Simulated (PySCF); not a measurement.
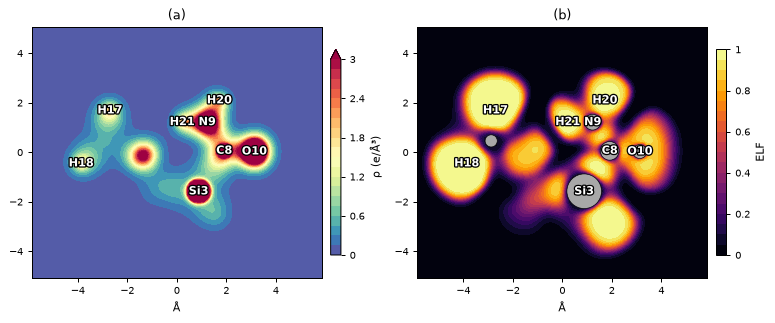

*C5H11NO2Si2. (a) electron density; (b) electron localisation function on the plane of atoms C8, N9 and H20. Grey discs cover the atomic cores in the ELF map.*

Geometry: GFN2-xTB.

Computed with PySCF, PBE0/pcSseg-1, SCF density, gas phase, non-relativistic.

```yaml
atoms:
  - { symbol: C, position_ang: [-1.0992, 2.2768, 0.8712] }
  - { symbol: C, position_ang: [-1.8826, 1.2591, 0.5431] }
  - { symbol: Si, position_ang: [-1.4088, -0.0992, -0.6793] }
  - { symbol: C, position_ang: [0.4603, 0.0620, -0.9914] }
  - { symbol: C, position_ang: [1.0233, 0.5311, -2.0945] }
  - { symbol: O, position_ang: [1.1847, -0.3102, 0.1062] }
  - { symbol: Si, position_ang: [2.7449, -0.1123, 0.5287] }
  - { symbol: C, position_ang: [-1.7915, -1.7847, 0.1783] }
  - { symbol: N, position_ang: [-0.8347, -2.2926, 0.9810] }
  - { symbol: O, position_ang: [-2.8682, -2.3320, 0.0268] }
  - { symbol: H, position_ang: [-1.3944, 3.0319, 1.5836] }
  - { symbol: H, position_ang: [-0.1206, 2.3996, 0.4351] }
  - { symbol: H, position_ang: [-2.8582, 1.1868, 1.0101] }
  - { symbol: H, position_ang: [-2.1602, -0.0097, -1.9332] }
  - { symbol: H, position_ang: [0.4157, 0.8113, -2.9338] }
  - { symbol: H, position_ang: [2.0913, 0.6432, -2.1934] }
  - { symbol: H, position_ang: [2.6784, -0.7008, 1.8603] }
  - { symbol: H, position_ang: [3.1019, 1.3064, 0.5370] }
  - { symbol: H, position_ang: [3.6453, -0.8437, -0.3639] }
  - { symbol: H, position_ang: [-0.9957, -3.1660, 1.4605] }
  - { symbol: H, position_ang: [0.0595, -1.8403, 1.0670] }
```

### Read the bonding off the picture.

The section cuts through Si, C, N, O and H sites. C–O (1.22 Å): ρ is about 3.2 e/Å³ halfway; the ELF peaks at about 0.85 between the atoms: a short, multiple covalent bond. C–N (1.35 Å): ρ at the midpoint is about 2.4 e/Å³; the ELF peaks at about 0.90 between the atoms (localised, covalent bonding). N–H (1.01 Å): ρ at the midpoint is about 2.9 e/Å³; the ELF climbs to about 1 towards the hydrogen, as it does in any bond to H: a covalent bond by its length. The ELF also peaks beside O10 and O6, away from the bonds: lone-pair regions.
